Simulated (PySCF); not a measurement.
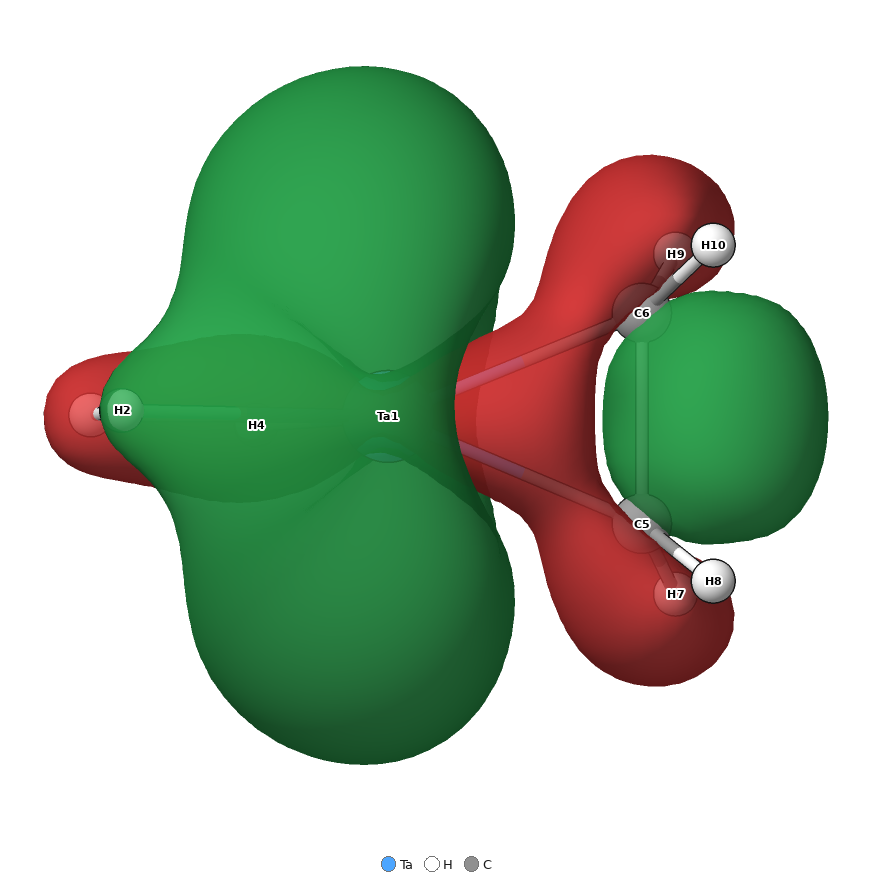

Figure. C$_{2}$H$_{7}$Ta (charge +1, doublet). The LUMO (β) at ±0.06 Å⁻³ᐟ² (green and red are the two phases), seen across its widest extent.

Core potentials replace the inner electrons of Ta.

The calculation used UKS B3LYP, Ta def2-SVP with ECP60, H def2-SVP, C def2-SVP; non-relativistic Hamiltonian with scalar-relativistic core potentials where named; density fitting in PySCF 2.14.0.

```xyz
10

Ta    0.1857    0.2114    0.0000
H     1.0477    2.2411    0.0000
H     0.2794    2.4222    0.0000
H    -1.3252    1.0941    0.0000
C    -0.0104   -1.6830    0.7805
C    -0.0104   -1.6830   -0.7805
H    -0.9532   -1.9914    1.2595
H     0.8722   -2.1568    1.2447
H    -0.9532   -1.9914   -1.2595
H     0.8722   -2.1568   -1.2447
```

> Describe this orbital and give its energy.

By Hirshfeld shares it lies mainly on Ta1 (about 80 %), C5 (about 5 %) and C6 (about 5 %). Its energy is −8.45 eV.
